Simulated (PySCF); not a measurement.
**C₂H₆Si: geometry relaxation (part 3 of 3)**

The same run, continued: C₂H₆Si; SVWN5/6-31G*, RKS (PySCF 2.14.0). The geometry comes from this level: PBE0-D4/def2-TZVP.

Geometry of the input (Å):
```
C  -0.7137  0.8702  -1.0483
C  -0.0713  0.7125  0.1056
Si 0.5606  -0.9320  0.7001
H  -0.9057  0.0330  -1.7139
H  -1.0767  1.8386  -1.3815
H  0.0894  1.5920  0.7276
H  2.0358  -0.8939  0.8938
H  0.2234  -1.9724  -0.3073
H  -0.0532  -1.2943  2.0067
```

**Trajectory as extended XYZ, continued**
```
9
Properties=species:S:1:pos:R:3:forces:R:3 step=12 energy=-9995.07259
C    -0.7121    0.8637   -1.0484    0.0001   0.0001  -0.0001
C    -0.0654    0.7222    0.1157    0.0000  -0.0002  -0.0001
Si    0.5616   -0.9225    0.7021    0.0001  -0.0004   0.0001
H    -0.9000    0.0054   -1.7105    0.0001  -0.0001   0.0001
H    -1.0862    1.8363   -1.4010    0.0001   0.0000   0.0001
H     0.0943    1.6175    0.7380   -0.0001   0.0001   0.0000
H     2.0524   -0.9134    0.8975    0.0000   0.0000  -0.0001
H     0.2114   -1.9565   -0.3304   -0.0001   0.0001   0.0000
H    -0.0532   -1.3174    2.0162    0.0000   0.0001   0.0000
9
Properties=species:S:1:pos:R:3:forces:R:3 step=13 energy=-9995.07259
C    -0.7119    0.8633   -1.0485    0.0000   0.0000  -0.0002
C    -0.0651    0.7217    0.1156    0.0001  -0.0002   0.0001
Si    0.5620   -0.9230    0.7019    0.0003  -0.0006   0.0002
H    -0.8998    0.0049   -1.7105    0.0001  -0.0001   0.0001
H    -1.0859    1.8358   -1.4011    0.0001   0.0001   0.0001
H     0.0947    1.6170    0.7379   -0.0002   0.0001  -0.0001
H     2.0528   -0.9139    0.8974   -0.0001   0.0001  -0.0001
H     0.2117   -1.9570   -0.3305   -0.0001   0.0002  -0.0001
H    -0.0527   -1.3178    2.0161    0.0000   0.0002  -0.0001
9
Properties=species:S:1:pos:R:3:forces:R:3 step=14 energy=-9995.07259
C    -0.7118    0.8632   -1.0485    0.0000   0.0000  -0.0002
C    -0.0650    0.7216    0.1155    0.0001  -0.0001   0.0001
Si    0.5621   -0.9231    0.7019    0.0002  -0.0005   0.0002
H    -0.8997    0.0048   -1.7105    0.0000  -0.0001   0.0000
H    -1.0858    1.8357   -1.4011    0.0000   0.0000   0.0001
H     0.0948    1.6169    0.7379   -0.0001   0.0001   0.0000
H     2.0529   -0.9140    0.8973    0.0000   0.0001  -0.0001
H     0.2118   -1.9571   -0.3305   -0.0001   0.0001  -0.0001
H    -0.0526   -1.3179    2.0161    0.0000   0.0001  -0.0001
```

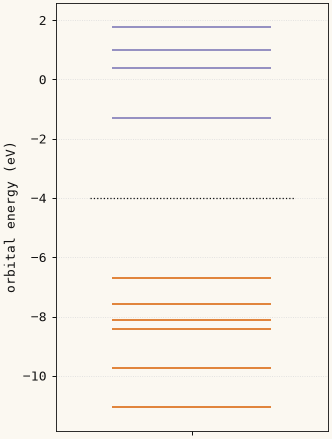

Figure 1. Orbital energies near the frontier; the dotted line parts filled from empty levels, and levels within 0.02 eV of each other stand side by side. Highest filled −6.72 eV, lowest empty −1.30 eV, 5.42 eV apart.

**Results in brief**

- outcome: converged
- total energy: −367.312143 hartree
- basis functions: 58
- HOMO: −6.72 eV
- LUMO: −1.30 eV
- dipole moment: 0.85 D
- wall time: 44 s
- peak memory: 0.34 GiB
